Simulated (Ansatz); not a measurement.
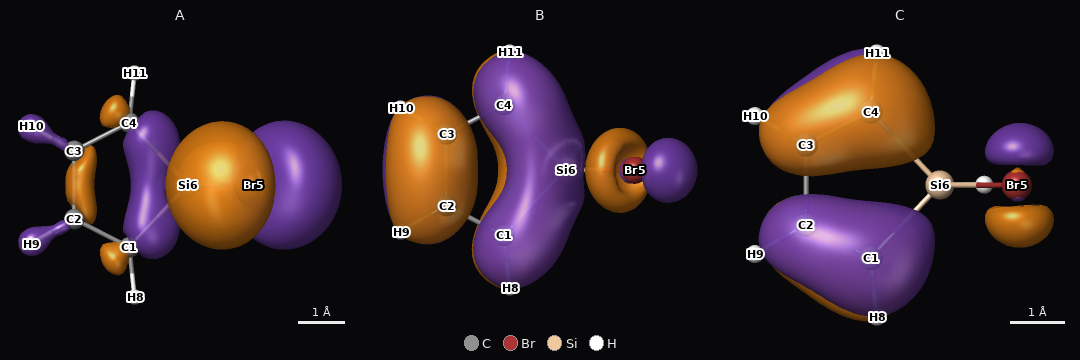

Figure. C₄H₅BrSi. Three frontier orbitals at ±0.08 Å⁻³ᐟ² (orange and purple are the two phases), in no order.

Geometry: B3LYP-D3(BJ)/def2-SVP.

All numbers below come from isolated molecule in a Gaussian basis; Kohn-Sham density functional theory, functional PBE0 in Ansatz.

Input

```
crystal:
  periodic: [false, false, false]
  atoms:
    - symbol: C
      position_ang: [-0.875746, 0.763919, -0.939516]
    - symbol: C
      position_ang: [-0.125352, 0.145416, -0.002058]
    - symbol: C
      position_ang: [-0.438921, -1.283895, 0.284353]
    - symbol: C
      position_ang: [-1.448050, -1.844734, -0.416778]
    - symbol: Br
      position_ang: [-4.229925, 0.027900, -1.201043]
    - symbol: Si
      position_ang: [-2.083075, -0.518595, -1.577820]
    - symbol: H
      position_ang: [-1.970482, -0.833529, -3.026187]
    - symbol: H
      position_ang: [-0.735939, 1.808419, -1.221816]
    - symbol: H
      position_ang: [0.683752, 0.637970, 0.548357]
    - symbol: H
      position_ang: [0.144492, -1.820052, 1.040911]
    - symbol: H
      position_ang: [-1.764542, -2.880093, -0.282301]
basis:
  gaussian: {orbitals: def2-SVPD}
hamiltonian: {xc: pbe0}
output: {forces: true, orbitals: {seedname: orbitals}}
```

Command:

```sh
ansatz run input.yaml --threads 2 --pin off --max-ram 5220MiB --events-out events.jsonl --progress --plain --runs-dir runs
```

> Which picture is the HOMO−1, the HOMO and the LUMO?

A is the HOMO−1 (−8.22 eV). Its weight (Hirshfeld) is mainly on Br5 (about 75 %), Si6 (about 10 %) and H7 (about 5 %); largely a lone pair of Br5. C is the HOMO (−7.13 eV). Its weight (Hirshfeld) is mainly on C1 (about 25 %), C4 (about 25 %), C2 (about 15 %) and C3 (about 15 %). B is the LUMO (−2.14 eV). Its weight (Hirshfeld) is mainly on C1 (about 15 %), C4 (about 15 %), C2 (about 15 %), C3 (about 15 %), Si6 (about 15 %) and Br5 (about 10 %).

> What is the HOMO–LUMO gap?

4.99 eV between the orbital energies.
